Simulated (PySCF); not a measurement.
# C5H7FNS: the cost of one run

Computed with PySCF 2.14.0 and routines of our own; the level stands in each step. Atoms count from 0.

### 1 The starting structure

15 atoms, charge 1, multiplicity 1; geometry from: GFN2-xTB.

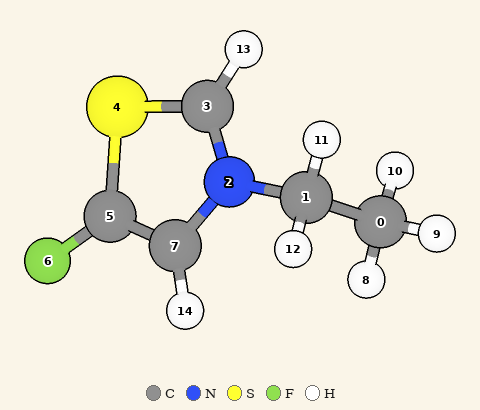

The starting geometry (carbon grey, nitrogen blue, sulfur yellow, fluorine green, hydrogen white).

### 2 Magnetic properties: GIAO KT3/pcSseg-1

Job settings and geometry (Å):

```
{"job": {"kind": "mag", "xc": "KT3", "basis": "pcSseg-1", "isotopologues": 2}, "charge": 1, "multiplicity": 1}
C     -1.807934    -0.763990     0.430370
C     -1.162054     0.377442    -0.348661
N      0.271889     0.411795    -0.110498
C      0.840546     1.113094     0.851353
S      2.517946     0.916428     0.956421
C      2.426872    -0.186053    -0.382914
F      3.498128    -0.759472    -0.858883
C      1.151206    -0.340693    -0.825204
H     -1.399054    -1.725628     0.131937
H     -2.874520    -0.770569     0.227174
H     -1.665438    -0.634974     1.500099
H     -1.589221     1.333165    -0.041469
H     -1.326627     0.243675    -1.419119
H      0.283678     1.757647     1.508660
H      0.830167    -0.963877    -1.641179
```

Level: GIAO KT3/pcSseg-1 magnetisability, rotational g tensor and spin-rotation constants, non-relativistic, gas phase.

On the command line:

```console
$ OMP_NUM_THREADS=1 python excited_run.py task.json out
```

The driver reads the jobs from task.json and runs them one after another.

**Question.** How long does this first job take on 1 thread of Intel Xeon 6975P-C, shared host, and how much memory does it need?

About 33 s, with a peak of 0.68 GiB.
